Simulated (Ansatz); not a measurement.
# HfB2 (P6/mmm): comparison of functionals at one structure

The task is a comparison of functionals at one structure, for HfB2 (P6/mmm).

Computed with Ansatz 0.2.0 through its Python package. The levels of theory stand in the script.

## (1) The structure

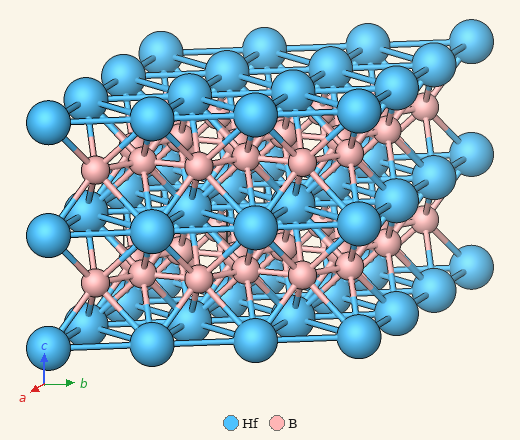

The structure that the script starts from, seen slightly off an axis (hafnium blue, boron pink). 3×3×2 cells are drawn. Atoms on cell faces are repeated.

No structure file is read: the coordinates are typed or built in the script.

## (2) Script

run_xc.py reads:

```python
import warnings

import ansatz as az

params = {
    "cutoff": 470,
    "kgrid": (11, 11, 9),
    "smearing": "Fermi-Dirac",
    "sigma": 0.15,
}

warnings.simplefilter("ignore", az.DeckWarning)

structure = (
    az.Lattice.of((3.14, 0.0, 0.0), (-1.57, 2.71932, 0.0), (0.0, 0.0, 3.48))
    .atom("Hf", (0.0, 0.0, 0.0))
    .atom("B", (1 / 3, 2 / 3, 0.5))
    .atom("B", (2 / 3, 1 / 3, 0.5))
)

model = (
    structure.calculation()
    .basis(params["cutoff"])
    .kpoints(*params["kgrid"])
    .occupations(params["smearing"], width=params["sigma"])
    .stress()
)

rows = []
for value in ["revpbe", "lda", "pbesol", "pbe"]:
    r = model.functional(value).run(threads=1).report
    rows.append((value, r["free_energy_ev"] / len(r["lattice"]["sites"]), r["n_iterations"], sum(r["stress_gpa"][i][i] for i in range(3)) / 3, r["n_kpoints"]))

print("  functional   F/atom (eV)    iterations       P (GPa)      k-points")
for row in rows:
    print(f"{str(row[0]):>12s}  {row[1]:12.5f}  {row[2]:12d}  {row[3]:12.3f}  {row[4]:12d}")
```

## (3) Launch

Command:

```bash
$ python run_xc.py
```

The log of the run:

```text
  functional   F/atom (eV)    iterations       P (GPa)      k-points
      revpbe   -5348.86788             6         4.564            80
         lda   -5259.89055             7       -10.147            80
      pbesol   -5302.20405             6        -4.323            80
         pbe   -5345.40966             6         1.385            80
```

Wall time 13 s (1 thread of Intel Xeon Platinum 8259CL at 2.50GHz (Skylake/Cascade Lake), shared host); peak memory 0.43 GiB.

## (4) The engine's runs

One row for each of the 4 runs:

| run | functional | energy (eV/atom) | pressure (GPa) | SCF cycles | CPU time (s) |
| --- | --- | --- | --- | --- | --- |
| 1 | revpbe | -5348.8679 | 4.56 | 6 | 2.7 |
| 2 | lda | -5259.8905 | -10.15 | 7 | 3 |
| 3 | pbesol | -5302.2040 | -4.32 | 6 | 2.7 |
| 4 | pbe | -5345.4097 | 1.39 | 6 | 2.8 |

Energies are free energies F = E - TS of the smeared occupations. Totals under unlike functionals or potentials can't be compared directly.

## (5) What came out

| quantity | value |
| --- | --- |
| runs compared | 4 |
| pressure at this cell | -10.1 (lda) to 4.6 GPa (revpbe) |

**Reading.** From lowest to highest: LDA (-10.1 GPa), PBEsol (-4.3 GPa), PBE (1.4 GPa) and revPBE (4.6 GPa). At a fixed cell a lower pressure usually means a smaller equilibrium volume, so LDA prefers the smallest cell and revPBE the largest. What to keep in mind:
- Spin is left out of this run.
- The mesh is modest for a metal, so energies can be off by several to tens of meV an atom and pressures by half a GPa or more; differences at equal mesh fare better.
- Pressure is positive in compression.
- Spin-orbit coupling, which matters for elements this heavy, is left out.
- Total energies of different functionals can't be compared; pressures, moments and gaps at this one structure can.
